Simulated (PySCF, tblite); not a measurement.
**C₅H₇NO: a rotation path, then NMR shifts on frames**

Aim: move C₅H₇NO (`C=CC(=C)C(N)=O`) away from its starting geometry and see how NMR shifts follow the geometry.

Computed with tblite 0.8.0 and PySCF 2.14.0, with density-fitted response routines of our own, on a single molecule in the gas phase. Atoms count from 0, in the outputs and in this text.

## 1. Starting geometry

14 atoms, charge 0, multiplicity 1; geometry from: GFN2-xTB.

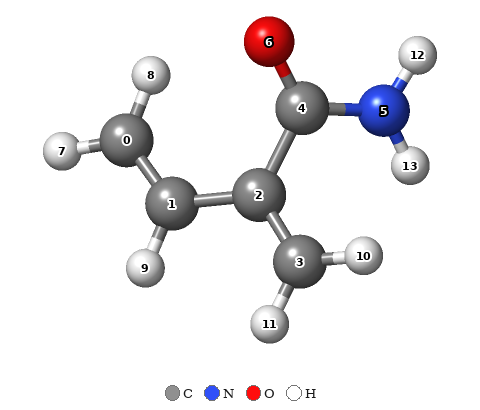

As it starts; carbon grey, nitrogen blue, oxygen red, hydrogen white, atoms numbered.

## 2. The rotation path with GFN2-xTB

The job: settings as JSON, then the geometry in Å.

```
{"job": {"kind": "neb", "xc": "GFN2-xTB", "basis": "xTB", "atoms": [1, 2, 4, 5], "turn": 180}, "charge": 0, "multiplicity": 1}
C      1.899742    -1.135345     0.368181
C      1.345848    -0.316246    -0.517684
C      0.075589     0.373613    -0.345654
C     -0.399134     1.204964    -1.276062
C     -0.689968     0.170058     0.928951
N     -1.997910    -0.129719     0.733461
O     -0.210073     0.272658     2.035709
H      2.846079    -1.611677     0.175523
H      1.441115    -1.337870     1.320431
H      1.839792    -0.118552    -1.461600
H     -1.324129     1.742242    -1.149805
H      0.147743     1.399863    -2.184303
H     -2.588999    -0.272144     1.535772
H     -2.386375    -0.242317    -0.185086
```

With the program's defaults for keys left out, this is: GFN2-xTB climbing-image nudged elastic band, gas phase.

Started as:

```bash
$ OMP_NUM_THREADS=1 python probes_run.py task.json out
```

The driver reads the jobs from task.json and runs them one after another.

The program printed:

```text
image   E - E0 / eV
  0      -0.0000
  1       0.0153
  2       0.0216
  3       0.0103
  4       0.0287
  5       0.1437
  6       0.1977
  7       0.0565
  8       0.0046
```

Wall time 4.8 s (1 thread of Intel Xeon Platinum 8375C at 2.90GHz, shared host); peak memory 0.19 GiB.

The final band, with the dihedral C1–C2–C4–N5:

```
image  dihedral (°)  energy (eV)  energy (kcal/mol)
    0          -131        0.000                0.0
    1          -108        0.015                0.4
    2           -85        0.022                0.5
    3           -61        0.010                0.2
    4           -36        0.029                0.7
    5           -10        0.144                3.3
    6             3        0.198                4.6
    7            30        0.056                1.3
    8            53        0.005                0.1
```

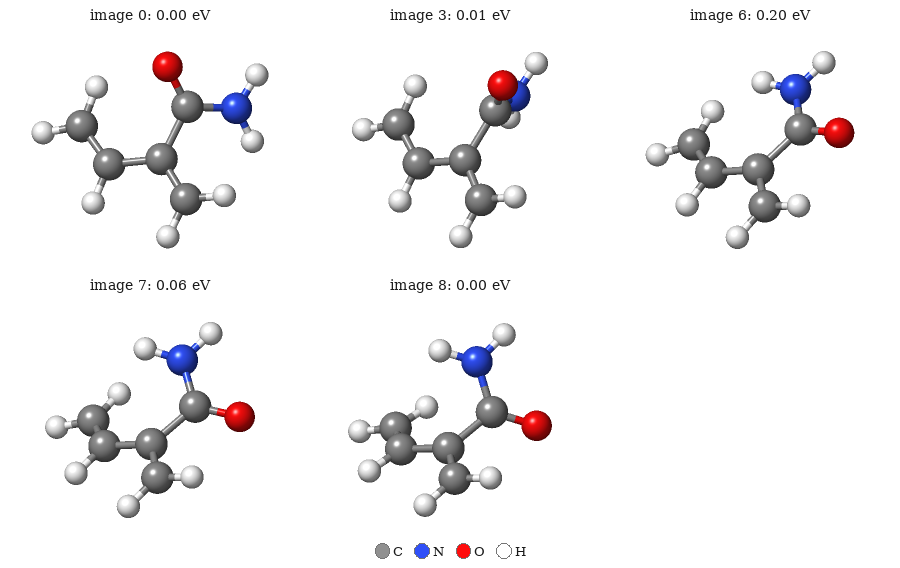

Images along the band.

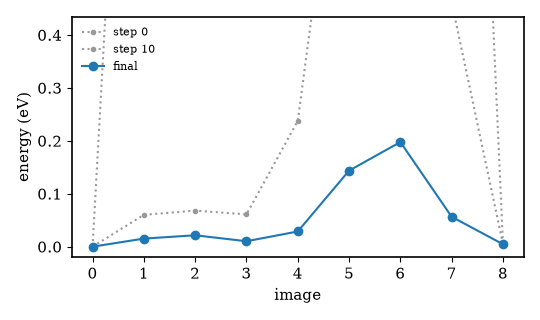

Energy along the band, early and final.

## 3. NMR shieldings: image 0, PBE0/pcSseg-1

The job: settings as JSON, then the geometry in Å.

```
{"job": {"kind": "nmr", "xc": "PBE0", "basis": "pcSseg-1", "pop": false}, "charge": 0, "multiplicity": 1}
C      1.899700    -1.135300     0.368200
C      1.345800    -0.316200    -0.517700
C      0.075600     0.373600    -0.345700
C     -0.399100     1.205000    -1.276100
C     -0.690000     0.170100     0.929000
N     -1.997900    -0.129700     0.733500
O     -0.210100     0.272700     2.035700
H      2.846100    -1.611700     0.175500
H      1.441100    -1.337900     1.320400
H      1.839800    -0.118600    -1.461600
H     -1.324100     1.742200    -1.149800
H      0.147700     1.399900    -2.184300
H     -2.589000    -0.272100     1.535800
H     -2.386400    -0.242300    -0.185100
```

With the program's defaults for keys left out, this is: GIAO PBE0/pcSseg-1 NMR shielding, non-relativistic, gas phase.

The program printed:

```text
coarse grid: 11920 points
cycle   1  E = -324.0810139130  dE =  1.144e+00  |g| = 8.489e-01  |ddm| = 3.449e+00
cycle   2  E = -323.5811776171  dE =  4.998e-01  |g| = 1.789e+00  |ddm| = 2.550e+00
cycle   3  E = -324.2183083751  dE = -6.371e-01  |g| = 2.285e-01  |ddm| = 1.996e+00
cycle   4  E = -324.2291812342  dE = -1.087e-02  |g| = 7.703e-02  |ddm| = 2.299e-01
cycle   5  E = -324.2302380985  dE = -1.057e-03  |g| = 2.850e-02  |ddm| = 6.165e-02
cycle   6  E = -324.2304243840  dE = -1.863e-04  |g| = 6.343e-03  |ddm| = 2.628e-02
cycle   7  E = -324.2304329038  dE = -8.520e-06  |g| = 3.149e-03  |ddm| = 7.637e-03
final grid: 115848 points
cycle   8  E = -324.2809007369  dE = -7.256e-06  |g| = 1.499e-02  |ddm| = 3.302e-02
cycle   9  E = -324.2807826238  dE =  1.181e-04  |g| = 2.892e-02  |ddm| = 3.266e-02
cycle  10  E = -324.2809454314  dE = -1.628e-04  |g| = 2.533e-03  |ddm| = 2.290e-02
cycle  11  E = -324.2809467626  dE = -1.331e-06  |g| = 4.277e-04  |ddm| = 2.255e-03
cycle  12  E = -324.2809468017  dE = -3.912e-08  |g| = 1.854e-04  |ddm| = 4.993e-04
cycle  13  E = -324.2809468107  dE = -9.006e-09  |g| = 5.166e-05  |ddm| = 2.056e-04
cycle  14  E = -324.2809468113  dE = -5.966e-10  |g| = 1.184e-05  |ddm| = 4.642e-05
converged SCF energy = -324.2809468113

GIAO shielding tensors (ppm)
atom      isotropic    diamagn.    paramagn.     s11        s22        s33       span
  0 C       56.347     254.701    -198.354    -55.831     53.773    171.098    226.929
  1 C       46.148     251.742    -205.595    -66.059     58.728    145.774    211.832
  2 C       32.962     262.332    -229.370    -76.513     30.460    144.938    221.451
  3 C       63.257     252.828    -189.571    -36.769     71.359    155.182    191.951
  4 C       16.629     244.647    -228.018    -75.773     30.739     94.921    170.694
  5 N      148.262     324.292    -176.030     58.402    146.146    240.239    181.837
  6 O      -91.185     402.009    -493.194   -405.718   -209.634    341.798    747.516
  7 H       25.876      28.482      -2.605     23.667     25.414     28.548      4.881
  8 H       25.294      31.813      -6.519     22.232     24.009     29.641      7.410
  9 H       25.259      31.550      -6.291     23.495     23.893     28.388      4.893
 10 H       26.120      31.241      -5.121     23.088     25.273     30.000      6.912
 11 H       26.266      31.218      -4.952     23.820     25.573     29.405      5.585
 12 H       27.152      30.914      -3.762     22.811     23.800     34.846     12.034
 13 H       26.528      33.789      -7.260     21.978     26.133     31.474      9.497
```

Wall time 21 s (1 thread of Intel Xeon Platinum 8375C at 2.90GHz, shared host); peak memory 0.73 GiB.

The references, computed at this level on geometries of the same kind, shield at (ppm): ¹H TMS 31.72, ¹³C TMS 186.9, ¹⁵N NH3 267.7, ¹⁷O H2O 336.1. Their shielding less the atom's gives the shift. The references are single molecules in the gas phase, so shifts against H2O, NH3, PH3, H3PO4 or CFCl3 are not on the usual liquid scales and can be off by tens of ppm. Each atom is listed at this fixed geometry, with no averaging over motion; a spectrum would average atoms that exchange fast.

```
atoms                               environment  σ (ppm)  δ (ppm)
   C4                     amide carbonyl carbon     16.6    170.3
   C2                α carbon of a C=C–C=O unit     33.0    154.0
   C1                                 alkene CH     46.1    140.8
   C0                      terminal =CH2 carbon     56.3    130.6
   C3                β carbon of a C=C–C=O unit     63.3    123.7
   H9                  hydrogen on an alkene CH    25.26     6.46
   H8        hydrogen on a terminal =CH2 carbon    25.29     6.42
   H7        hydrogen on a terminal =CH2 carbon    25.88     5.84
  H10  hydrogen on a β carbon of a C=C–C=O unit    26.12     5.60
  H11  hydrogen on a β carbon of a C=C–C=O unit    26.27     5.45
  H13        hydrogen on an amide-type nitrogen    26.53     5.19
  H12        hydrogen on an amide-type nitrogen    27.15     4.56
   N5                       amide-type nitrogen    148.3    119.5
   O6                amide-type carbonyl oxygen    -91.2    427.3
```

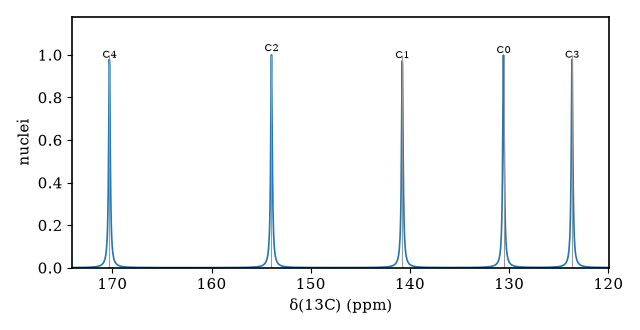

¹³C lines at the computed shifts, without couplings. Lines are broadened to a width of 0.19 ppm (Lorentzian).

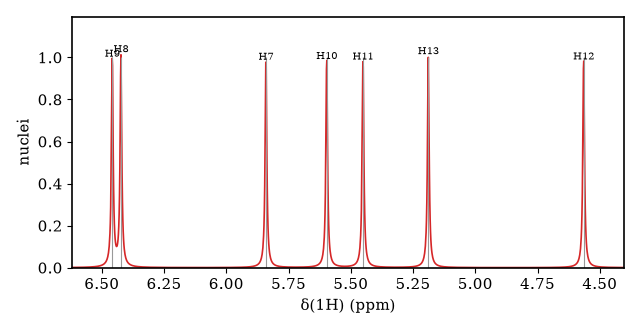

¹H lines at the computed shifts, without couplings. Lines are broadened to a width of 0.01 ppm (Lorentzian).

## 4. Shielding tensors: image 3, PBE0/pcSseg-1

The job: settings as JSON, then the geometry in Å.

```
{"job": {"kind": "nmr", "xc": "PBE0", "basis": "pcSseg-1", "pop": false}, "charge": 0, "multiplicity": 1}
C      1.468500    -1.298400     0.288100
C      1.115900    -0.356100    -0.579400
C      0.042400     0.608900    -0.392500
C     -0.191400     1.586800    -1.267900
C     -0.818900     0.515900     0.836200
N     -1.495100    -0.655300     0.938900
O     -0.925700     1.402500     1.651000
H      2.289200    -1.965800     0.088300
H      0.965500    -1.430500     1.231400
H      1.665900    -0.245200    -1.505900
H     -0.977400     2.304200    -1.107800
H      0.397200     1.698700    -2.164000
H     -2.117700    -0.790900     1.718300
H     -1.419300    -1.375000     0.243100
```

Method: GIAO PBE0/pcSseg-1 NMR shielding, non-relativistic, gas phase.

The program printed:

```text
coarse grid: 11920 points
cycle   1  E = -324.0793040182  dE =  1.143e+00  |g| = 8.498e-01  |ddm| = 3.445e+00
cycle   2  E = -323.5996917860  dE =  4.796e-01  |g| = 1.771e+00  |ddm| = 2.530e+00
cycle   3  E = -324.2176317798  dE = -6.179e-01  |g| = 2.196e-01  |ddm| = 1.953e+00
cycle   4  E = -324.2276187043  dE = -9.987e-03  |g| = 7.266e-02  |ddm| = 2.182e-01
cycle   5  E = -324.2285804440  dE = -9.617e-04  |g| = 2.401e-02  |ddm| = 5.566e-02
cycle   6  E = -324.2287097207  dE = -1.293e-04  |g| = 4.395e-03  |ddm| = 1.942e-02
cycle   7  E = -324.2287131112  dE = -3.391e-06  |g| = 2.143e-03  |ddm| = 4.607e-03
final grid: 115848 points
cycle   8  E = -324.2791735967  dE = -1.509e-05  |g| = 1.378e-02  |ddm| = 3.186e-02
cycle   9  E = -324.2790791329  dE =  9.446e-05  |g| = 2.614e-02  |ddm| = 2.964e-02
cycle  10  E = -324.2792107283  dE = -1.316e-04  |g| = 2.519e-03  |ddm| = 2.125e-02
cycle  11  E = -324.2792120438  dE = -1.315e-06  |g| = 4.167e-04  |ddm| = 2.018e-03
cycle  12  E = -324.2792120796  dE = -3.579e-08  |g| = 1.967e-04  |ddm| = 4.876e-04
cycle  13  E = -324.2792120894  dE = -9.836e-09  |g| = 3.185e-05  |ddm| = 2.045e-04
cycle  14  E = -324.2792120896  dE = -1.827e-10  |g| = 1.618e-05  |ddm| = 4.068e-05
converged SCF energy = -324.2792120896

GIAO shielding tensors (ppm)
atom      isotropic    diamagn.    paramagn.     s11        s22        s33       span
  0 C       61.669     256.128    -194.459    -45.858     62.622    168.242    214.101
  1 C       42.788     252.604    -209.816    -72.151     52.546    147.970    220.122
  2 C       32.763     262.418    -229.656    -77.050     32.353    142.985    220.035
  3 C       57.828     251.003    -193.175    -44.276     58.981    158.779    203.055
  4 C       16.795     244.147    -227.351    -78.474     31.963     96.897    175.370
  5 N      146.775     324.064    -177.289     50.671    157.027    232.627    181.956
  6 O      -97.984     400.138    -498.122   -389.312   -212.602    307.961    697.273
  7 H       26.053      29.063      -3.010     24.088     25.365     28.705      4.617
  8 H       25.701      32.297      -6.595     22.972     24.592     29.541      6.569
  9 H       25.004      31.922      -6.917     23.022     23.906     28.085      5.062
 10 H       25.855      29.933      -4.078     22.535     25.177     29.852      7.317
 11 H       26.141      30.631      -4.490     23.382     25.734     29.308      5.925
 12 H       26.945      31.091      -4.147     22.353     24.071     34.411     12.057
 13 H       26.941      33.774      -6.833     22.724     26.809     31.289      8.566
```

Wall time 20 s (1 thread of Intel Xeon Platinum 8375C at 2.90GHz, shared host); peak memory 0.75 GiB.

Key values: δ C4 170.1, C2 154.2, C1 144.1, C3 129.1, H9 6.71, H8 6.02 ppm.

(Part 1 of 2 ends here.)
